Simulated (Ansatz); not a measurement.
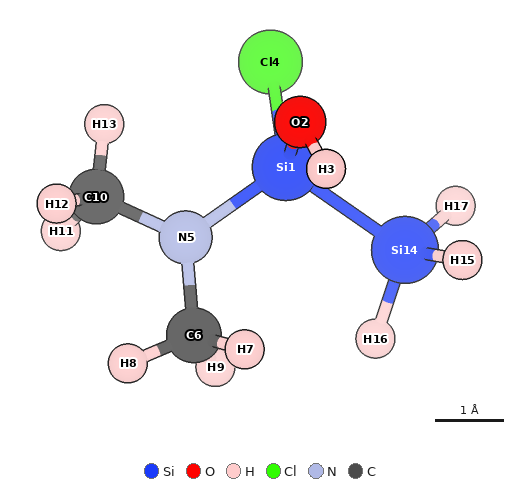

*The structure as given in the input (ball-and-stick view, seen at a tilt; atoms are numbered from 1 in the order of the input).*

**C2H10ClNOSi2: geometry relaxation (part 1 of 3)**

- system: C2H10ClNOSi2
- method: RKS PBE0/STO-3G (Ansatz 0.2.0)

It belongs to a series of runs on one base structure; here: start relaxed. Figures and captions count atoms from 1; the log counts them from 0 in places.

**Output**
```
The last accepted step is kept in [file] (removed where the run ends without a failure and the disk answers)
Engine: ansatz 0.2.0, aarch64-unknown-linux-gnu
Functional definition: PBE0
  parameter a = 0.25
  parameter kappa = 0.804
  parameter beta = 0.06672455060314922
  exchange = (1 - a)*pbe_x(kappa = kappa, mu = beta*pi^2/3) + a*exact_x
  correlation = pbe_c(beta = beta)
793 factors; integrals over basis functions are off by at most 1.3e-5 eV
mean field evaluation 1: about -33641.3897 eV, gradient 3.3e1 eV
mean field evaluation 2: about -33641.5724 eV, gradient 3.5e1 eV
mean field evaluation 4: about -33645.4366 eV, gradient 1.1e0 eV
mean field evaluation 8: about -33645.4016 eV, gradient 1.9e-2 eV
mean field -33645.40157421 eV, -1236.4457021800 hartree, gradient 1.7e-5 eV, S^2 0.000000; 0 other end points of the search recorded, 0 dependent functions left out
the calculation of the forces begins
reference -33645.40159651 eV, -1236.4457029994 hartree; 41, 41 occupied and 16, 16 virtual orbitals, 793 factors
relax step   1: F+E_penalty+E_count = -33645.40157421 eV  Δ(F+E_penalty+E_count) = +0.000e0 eV  max|allowed force component| = 2.090e0 eV/Å  Δτ_max = 0.0000 Å  (22 SCF iters, accepted)
these checks for a lower state are left out or cut short: starts, cluster_reference, orbital_swaps, neighbouring_geometries, increment
794 factors; integrals over basis functions are off by at most 1.7e-5 eV
mean field evaluation 16: about -33645.8036 eV, gradient 2.2e-1 eV
mean field -33645.76445515 eV, -1236.4590378087 hartree, gradient 1.2e-5 eV, S^2 0.000000; 0 other end points of the search recorded, 0 dependent functions left out
[... from here on the field's lines of each further geometry are left out, up to the last ...]
relax step   2: F+E_penalty+E_count = -33645.76445515 eV  Δ(F+E_penalty+E_count) = -3.629e-1 eV  max|allowed force component| = 1.303e0 eV/Å  Δτ_max = 0.1979 Å  (25 SCF iters, accepted)
relax step   3: F+E_penalty+E_count = -33645.81194144 eV  Δ(F+E_penalty+E_count) = -4.749e-2 eV  max|allowed force component| = 5.464e-1 eV/Å  Δτ_max = 0.0499 Å  (25 SCF iters, accepted)
relax step   4: F+E_penalty+E_count = -33645.84994489 eV  Δ(F+E_penalty+E_count) = -3.800e-2 eV  max|allowed force component| = 4.601e-1 eV/Å  Δτ_max = 0.2000 Å  (24 SCF iters, accepted)
relax step   5: F+E_penalty+E_count = -33645.87079809 eV  Δ(F+E_penalty+E_count) = -2.085e-2 eV  max|allowed force component| = 6.949e-1 eV/Å  Δτ_max = 0.1558 Å  (25 SCF iters, accepted)
relax step   6: F+E_penalty+E_count = -33645.89553190 eV  Δ(F+E_penalty+E_count) = -2.473e-2 eV  max|allowed force component| = 6.524e-1 eV/Å  Δτ_max = 0.1133 Å  (24 SCF iters, accepted)
relax step   7: F+E_penalty+E_count = -33645.92919936 eV  Δ(F+E_penalty+E_count) = -3.367e-2 eV  max|allowed force component| = 5.970e-1 eV/Å  Δτ_max = 0.1950 Å  (25 SCF iters, accepted)
relax step   8: F+E_penalty+E_count = -33645.96780040 eV  Δ(F+E_penalty+E_count) = -3.860e-2 eV  max|allowed force component| = 3.533e-1 eV/Å  Δτ_max = 0.1408 Å  (24 SCF iters, accepted)
relax step   9: F+E_penalty+E_count = -33646.00522117 eV  Δ(F+E_penalty+E_count) = -3.742e-2 eV  max|allowed force component| = 2.658e-1 eV/Å  Δτ_max = 0.1929 Å  (24 SCF iters, accepted)
relax step  10: F+E_penalty+E_count = -33646.02221941 eV  Δ(F+E_penalty+E_count) = -1.700e-2 eV  max|allowed force component| = 3.606e-1 eV/Å  Δτ_max = 0.1961 Å  (24 SCF iters, accepted)
relax step  11: F+E_penalty+E_count = -33646.02628082 eV  Δ(F+E_penalty+E_count) = -4.061e-3 eV  max|allowed force component| = 4.894e-1 eV/Å  Δτ_max = 0.1938 Å  (25 SCF iters, accepted)
relax step  12: F+E_penalty+E_count = -33646.03237347 eV  Δ(F+E_penalty+E_count) = -6.093e-3 eV  max|allowed force component| = 6.800e-1 eV/Å  Δτ_max = 0.1999 Å  (29 SCF iters, accepted)
relax step  13: F+E_penalty+E_count = -33646.06831239 eV  Δ(F+E_penalty+E_count) = -3.594e-2 eV  max|allowed force component| = 4.105e-1 eV/Å  Δτ_max = 0.1033 Å  (25 SCF iters, accepted)
relax step  14: F+E_penalty+E_count = -33646.07406546 eV  Δ(F+E_penalty+E_count) = -5.753e-3 eV  max|allowed force component| = 3.083e-1 eV/Å  Δτ_max = 0.1777 Å  (25 SCF iters, accepted)
relax step  15: F+E_penalty+E_count = -33646.08256612 eV  Δ(F+E_penalty+E_count) = -8.501e-3 eV  max|allowed force component| = 1.440e-1 eV/Å  Δτ_max = 0.0943 Å  (25 SCF iters, accepted)
relax step  16: F+E_penalty+E_count = -33645.97671945 eV  Δ(F+E_penalty+E_count) = +1.058e-1 eV  max|allowed force component| = 2.692e0 eV/Å  Δτ_max = 0.1950 Å  (31 SCF iters, rejected (line search))
relax step  17: F+E_penalty+E_count = -33646.09221833 eV  Δ(F+E_penalty+E_count) = -9.652e-3 eV  max|allowed force component| = 1.628e-1 eV/Å  Δτ_max = 0.0975 Å  (25 SCF iters, accepted)
relax step  18: F+E_penalty+E_count = -33646.10044984 eV  Δ(F+E_penalty+E_count) = -8.232e-3 eV  max|allowed force component| = 6.224e-1 eV/Å  Δτ_max = 0.0955 Å  (24 SCF iters, accepted)
relax step  19: F+E_penalty+E_count = -33646.12249603 eV  Δ(F+E_penalty+E_count) = -2.205e-2 eV  max|allowed force component| = 2.567e-1 eV/Å  Δτ_max = 0.1500 Å  (25 SCF iters, accepted)
relax step  20: F+E_penalty+E_count = -33646.13657007 eV  Δ(F+E_penalty+E_count) = -1.407e-2 eV  max|allowed force component| = 2.082e-1 eV/Å  Δτ_max = 0.2000 Å  (25 SCF iters, accepted)
relax step  21: F+E_penalty+E_count = -33646.09206246 eV  Δ(F+E_penalty+E_count) = +4.451e-2 eV  max|allowed force component| = 2.128e0 eV/Å  Δτ_max = 0.1967 Å  (31 SCF iters, rejected (line search))
relax step  22: F+E_penalty+E_count = -33646.15332245 eV  Δ(F+E_penalty+E_count) = -1.675e-2 eV  max|allowed force component| = 2.076e-1 eV/Å  Δτ_max = 0.0731 Å  (24 SCF iters, accepted)
relax step  23: F+E_penalty+E_count = -33646.16142677 eV  Δ(F+E_penalty+E_count) = -8.104e-3 eV  max|allowed force component| = 1.900e-1 eV/Å  Δτ_max = 0.1000 Å  (24 SCF iters, accepted)
relax step  24: F+E_penalty+E_count = -33646.16813924 eV  Δ(F+E_penalty+E_count) = -6.712e-3 eV  max|allowed force component| = 1.007e-1 eV/Å  Δτ_max = 0.1500 Å  (24 SCF iters, accepted)
relax step  25: F+E_penalty+E_count = -33646.16962521 eV  Δ(F+E_penalty+E_count) = -1.486e-3 eV  max|allowed force component| = 3.817e-1 eV/Å  Δτ_max = 0.1160 Å  (24 SCF iters, accepted)
relax step  26: F+E_penalty+E_count = -33646.17231133 eV  Δ(F+E_penalty+E_count) = -2.686e-3 eV  max|allowed force component| = 8.736e-2 eV/Å  Δτ_max = 0.0110 Å  (26 SCF iters, accepted)
relax step  27: F+E_penalty+E_count = -33646.17346265 eV  Δ(F+E_penalty+E_count) = -1.151e-3 eV  max|allowed force component| = 2.269e-2 eV/Å  Δτ_max = 0.0409 Å  (25 SCF iters, accepted)
relax step  28: F+E_penalty+E_count = -33646.17494473 eV  Δ(F+E_penalty+E_count) = -1.482e-3 eV  max|allowed force component| = 1.017e-1 eV/Å  Δτ_max = 0.1321 Å  (24 SCF iters, accepted)
relax step  29: F+E_penalty+E_count = -33646.17239605 eV  Δ(F+E_penalty+E_count) = +2.549e-3 eV  max|allowed force component| = 1.882e-1 eV/Å  Δτ_max = 0.0818 Å  (24 SCF iters, rejected (line search))
relax step  30: F+E_penalty+E_count = -33646.17632681 eV  Δ(F+E_penalty+E_count) = -1.382e-3 eV  max|allowed force component| = 5.852e-2 eV/Å  Δτ_max = 0.0322 Å  (25 SCF iters, accepted)
relax step  31: F+E_penalty+E_count = -33646.17664555 eV  Δ(F+E_penalty+E_count) = -3.187e-4 eV  max|allowed force component| = 4.526e-2 eV/Å  Δτ_max = 0.0292 Å  (25 SCF iters, accepted)
relax step  32: F+E_penalty+E_count = -33646.17692143 eV  Δ(F+E_penalty+E_count) = -2.759e-4 eV  max|allowed force component| = 2.757e-2 eV/Å  Δτ_max = 0.0275 Å  (25 SCF iters, accepted)
the calculation of the forces begins
reference -33646.17703936 eV, -1236.4741999987 hartree; 41, 41 occupied and 16, 16 virtual orbitals, 797 factors
relax step  33: F+E_penalty+E_count = -33646.17701735 eV  Δ(F+E_penalty+E_count) = -9.592e-5 eV  max|allowed force component| = 1.881e-2 eV/Å  Δτ_max = 0.0141 Å  (21 SCF iters, accepted)
```

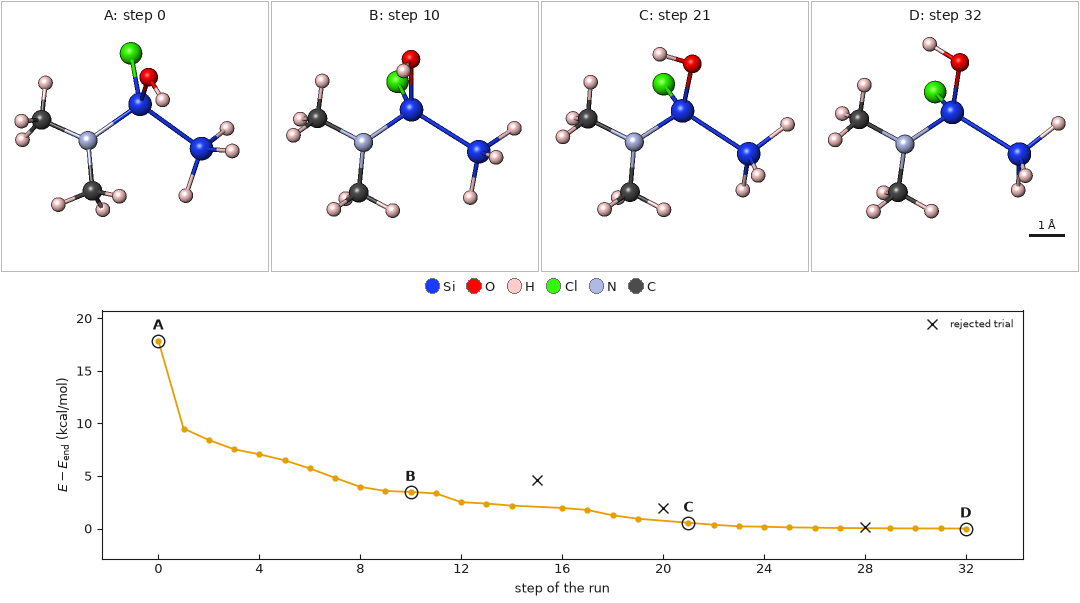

*Frames of the relaxation (ball-and-stick view, seen on its broad side) above the curves, on which the letters mark them (the first geometry is step 0 here and step 1 in the log).*

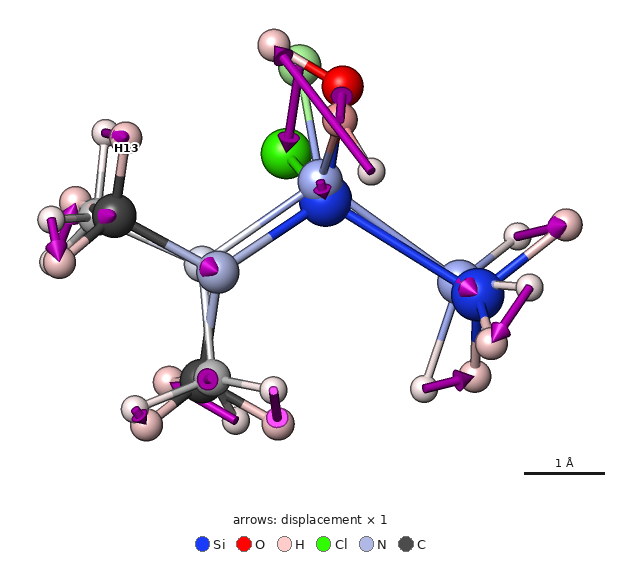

*Start (faint) and end (solid) with the displacements as pink arrows, at true length (ball-and-stick view, seen on its broad side). The two geometries are laid on each other by the best rigid fit.*

Over 32 geometry steps the energy falls by 17.9 kcal/mol. The largest force component goes from 2.1 to 0.019 eV/Å. The line search rejected the trial steps at points 15, 20, 28 (counted from 0) and went back. H3 moves most after the best rigid fit: 2.50 Å. By element the largest moves are H 2.50 Å, Cl 1.27 Å, O 0.84 Å, C 0.74 Å, N 0.46 Å, Si 0.45 Å. Distances before and after: Si1–N5 1.819 → 1.758 Å, Si1–Si14 2.218 → 2.258 Å, N5–C10 1.470 → 1.488 Å, Si1–Cl4 2.130 → 2.147 Å. Among the angles that change: C6–N5–C10 120.0° → 110.4°, N5–C10–H11 109.5° → 113.5°, Si1–O2–H3 109.5° → 105.9°. (Atoms are counted from 1 in the order of the input.)

```
797 factors; integrals over basis functions are off by at most 3.7e-5 eV
mean field -33646.17701735 eV, -1236.4741991898 hartree, gradient 1.1e-5 eV, S^2 0.000000; 1 other end points of the search recorded, 0 dependent functions left out
the calculation of the forces begins
reference -33646.17703936 eV, -1236.4741999987 hartree; 41, 41 occupied and 16, 16 virtual orbitals, 797 factors
Total energy: -33646.17703936 eV, -1236.4741999987 hartree
Atom 0 at    -0.137108    -0.079470    -0.229771 Å, force     0.011441    -0.001963     0.018564 eV/Å
Atom 1 at     0.708648    -0.154229     1.235910 Å, force    -0.008501     0.001958    -0.018809 eV/Å
Atom 2 at     1.265629     0.692396     1.278452 Å, force    -0.000431    -0.001769    -0.000043 eV/Å
Atom 3 at     1.334875     0.124719    -1.779902 Å, force    -0.002296     0.000888     0.002982 eV/Å
Atom 4 at    -1.161066     1.349174    -0.260394 Å, force     0.000901     0.008234    -0.006292 eV/Å
Atom 5 at    -2.115373     1.456184    -1.395639 Å, force     0.004402    -0.001074     0.004433 eV/Å
Atom 6 at    -2.648277     0.501737    -1.526780 Å, force     0.000645     0.000592     0.000600 eV/Å
Atom 7 at    -2.861853     2.237315    -1.175651 Å, force    -0.000899     0.001163    -0.000377 eV/Å
Atom 8 at    -1.629952     1.715200    -2.357695 Å, force    -0.001048    -0.000297     0.000500 eV/Å
Atom 9 at    -0.500158     2.659084    -0.013989 Å, force     0.002329    -0.002972    -0.000062 eV/Å
Atom 10 at     0.128367     3.002277    -0.860144 Å, force    -0.005278    -0.001867     0.006605 eV/Å
Atom 11 at    -1.268138     3.428178     0.170286 Å, force     0.002595    -0.000120    -0.001828 eV/Å
Atom 12 at     0.134561     2.595749     0.884234 Å, force    -0.004953    -0.003027    -0.006476 eV/Å
Atom 13 at    -1.317193    -1.983655    -0.509527 Å, force     0.004256    -0.001200    -0.003525 eV/Å
Atom 14 at    -2.469832    -1.973000     0.358617 Å, force    -0.002157     0.000521     0.001199 eV/Å
Atom 15 at    -1.759742    -2.101871    -1.877294 Å, force     0.000178     0.000207     0.002630 eV/Å
Atom 16 at    -0.486187    -3.115888    -0.181614 Å, force    -0.001183     0.000726    -0.000101 eV/Å
Dipole moment:    -0.414438     0.154323     0.228596 e Å
```

**Trajectory as extended XYZ (Å, eV, eV/Å), 33 frames, from step=1 to step=33**
```
17
Properties=species:S:1:pos:R:3:forces:R:3 step=1 energy=-33645.40157
Si    0.0000    0.0000    0.0000   -1.6056   1.7264  -1.0588
O     0.0000    0.0000    1.6800    1.2231   0.4048   1.0294
H    -0.9095   -0.2814    2.0171   -0.1159  -0.0557  -0.4815
Cl    2.0086    0.0000   -0.7093   -0.4511   0.2529   0.5121
N    -0.8572    1.4851   -0.6061    1.9776  -2.0898   1.1693
C    -2.2719    1.4087   -0.9981    0.5544   0.2318  -0.0839
H    -2.8245    0.7784   -0.2704   -0.1888   0.2141  -0.3429
H    -2.7088    2.4290   -1.0098    0.0025  -0.3867  -0.0039
H    -2.3521    0.9607   -2.0106   -0.5593   0.1205   0.0562
C    -0.1354    2.7620   -0.7039   -0.6048  -0.1406  -0.0954
H    -0.2436    3.1711   -1.7300    0.2402   0.2683   0.2307
H    -0.5567    3.4827    0.0276    0.2885   0.2725  -0.2094
H     0.9399    2.5975   -0.4831   -0.3662   0.1391  -0.1304
Si   -1.0456   -1.8115   -0.7393   -0.4195  -1.0096  -0.7342
H    -1.7029   -2.4846    0.3772    0.1460   0.1719  -0.3459
H    -2.0454   -1.4265   -1.7311    0.2664  -0.3041   0.2981
H    -0.0777   -2.7173   -1.3511   -0.3872   0.1843   0.1906
17
Properties=species:S:1:pos:R:3:forces:R:3 step=2 energy=-33645.76445
Si   -0.0914   -0.0270    0.0190   -0.0178   1.3030  -0.3199
O     0.1370    0.0769    1.7058    0.0404  -0.1344   0.0506
H    -0.7467   -0.2170    2.1095   -0.0590  -0.0081   0.0067
Cl    1.9269    0.0787   -0.5917    0.1397  -0.0342  -0.0766
N    -0.8409    1.4602   -0.5815    0.1350  -0.9878   0.2378
C    -2.2495    1.4235   -1.0201   -0.1176   0.0537  -0.0015
H    -2.8668    0.8088   -0.3356    0.0489   0.0877  -0.0905
H    -2.6753    2.4398   -1.0124    0.0365  -0.0098   0.0060
H    -2.3954    1.0097   -2.0407    0.0763   0.0985   0.0315
C    -0.1492    2.7574   -0.6902    0.0080  -0.0248   0.0455
H    -0.2194    3.1900   -1.7074   -0.0443  -0.1152   0.0211
H    -0.5450    3.5168    0.0152   -0.0311  -0.0941  -0.0149
H     0.9199    2.6140   -0.4674   -0.0096  -0.0200   0.0075
Si   -1.0757   -1.8933   -0.7986   -0.2009  -0.0234   0.1714
H    -1.7260   -2.5388    0.3187   -0.0381  -0.0936  -0.0989
H    -2.0718   -1.5490   -1.7829   -0.0013  -0.0459  -0.0142
H    -0.1134   -2.7969   -1.3805    0.0351   0.0484   0.0386
17
Properties=species:S:1:pos:R:3:forces:R:3 step=3 energy=-33645.81194
Si   -0.0716   -0.0079    0.0107   -0.1353   0.5464  -0.0030
O     0.1627    0.0659    1.7014    0.0739  -0.0681  -0.0065
H    -0.7258   -0.2245    2.0993   -0.0291   0.0108  -0.0262
Cl    1.9480    0.0943   -0.6075    0.0193  -0.0229  -0.0713
N    -0.8437    1.4487   -0.5709   -0.0206  -0.5361   0.1077
C    -2.2462    1.4238   -1.0304   -0.1162   0.0315  -0.0592
H    -2.8782    0.7933   -0.3763    0.0789   0.0439  -0.0621
H    -2.6678    2.4409   -0.9988    0.0317   0.0101   0.0238
H    -2.3761    1.0474   -2.0673    0.0807   0.0635   0.0494
C    -0.1581    2.7463   -0.6822    0.0631   0.0623  -0.0042
H    -0.2291    3.1675   -1.7034   -0.0242  -0.0641   0.0173
H    -0.5616    3.5064    0.0165   -0.0304  -0.0729  -0.0075
H     0.9107    2.6085   -0.4563    0.0046   0.0049   0.0139
Si   -1.0926   -1.8794   -0.7751   -0.0285   0.0038   0.0816
H    -1.7547   -2.5550    0.3167    0.0110   0.0039  -0.0085
H    -2.0846   -1.5532   -1.7688    0.0089  -0.0035  -0.0405
H    -0.1142   -2.7691   -1.3486    0.0125  -0.0136  -0.0047
17
Properties=species:S:1:pos:R:3:forces:R:3 step=4 energy=-33645.84995
Si   -0.0720   -0.0043   -0.0092    0.1851  -0.1134  -0.0914
O     0.2660    0.0805    1.6602   -0.4156  -0.1102   0.3283
H    -0.6488   -0.0615    2.1060    0.4601   0.1021  -0.2267
Cl    1.9280    0.0810   -0.7312   -0.1718  -0.0496   0.0054
N    -0.8699    1.4211   -0.5620   -0.2032  -0.0897   0.0172
C    -2.2478    1.4308   -1.0906   -0.1453  -0.0343  -0.0979
H    -2.8901    0.7010   -0.5533    0.1850   0.1927  -0.1847
H    -2.6860    2.4348   -0.9373    0.0056  -0.1665  -0.0283
H    -2.3121    1.1987   -2.1805    0.0342   0.0903   0.2756
C    -0.1765    2.7174   -0.6199    0.0046   0.0932  -0.0368
H    -0.2146    3.1517   -1.6361    0.0096   0.0107   0.0113
H    -0.6138    3.4559    0.0791    0.0004   0.0120  -0.0099
H     0.8827    2.5725   -0.3579    0.0089   0.0433   0.0165
Si   -1.1143   -1.8905   -0.7348    0.0295  -0.0279  -0.0208
H    -1.7750   -2.5557    0.3638    0.0037   0.0374   0.0141
H    -2.1033   -1.5886   -1.7422    0.0309   0.0027   0.0114
H    -0.1354   -2.7910   -1.2951   -0.0216   0.0075   0.0166
17
Properties=species:S:1:pos:R:3:forces:R:3 step=5 energy=-33645.87080
Si   -0.0723   -0.0067   -0.0193    0.2686  -0.3893  -0.0211
O     0.3384    0.0686    1.6398   -0.6949  -0.0003   0.3064
H    -0.5789    0.0370    2.1155    0.6931   0.0579  -0.3556
Cl    1.9002    0.0371   -0.8261   -0.1881  -0.0048   0.0431
N    -0.8892    1.4120   -0.5417   -0.2577   0.0834   0.0162
C    -2.2435    1.4358   -1.1320   -0.0178  -0.0124  -0.1022
H    -2.8836    0.6413   -0.6971    0.1770   0.2003  -0.1355
H    -2.7116    2.4125   -0.9022   -0.0276  -0.1950  -0.0727
H    -2.2482    1.3088   -2.2419    0.0071   0.0727   0.3281
C    -0.1958    2.7116   -0.5776    0.0135   0.0578  -0.0471
H    -0.2080    3.1432   -1.5955    0.0220   0.0333   0.0184
H    -0.6600    3.4460    0.1078    0.0067   0.0221  -0.0151
H     0.8570    2.5739   -0.2847   -0.0278   0.0400   0.0168
Si   -1.1287   -1.8999   -0.7074    0.0228  -0.0031  -0.0296
H    -1.7914   -2.5500    0.3989    0.0008   0.0446   0.0139
H    -2.1150   -1.6076   -1.7206    0.0272  -0.0108   0.0174
H    -0.1523   -2.8097   -1.2569   -0.0250   0.0037   0.0186
```
